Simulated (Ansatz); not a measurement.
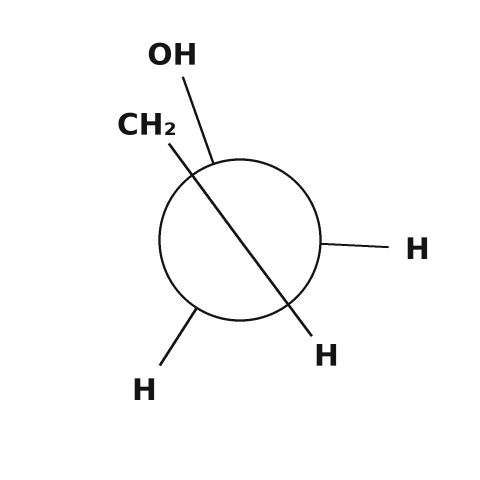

A Newman projection along the C–Si bond, carbon in front; angles are drawn as computed, but eclipsed bonds slightly apart. Geometry: moved along internal coordinates away from the minimum.

> Which molecule is it?

C2H6OSi, C=C[SiH2]O

> What is the torsion angle from the front CH2 to the back OH? The sign is positive where the front bond must turn clockwise to cover the back bond.

7°, synperiplanar (eclipsed).
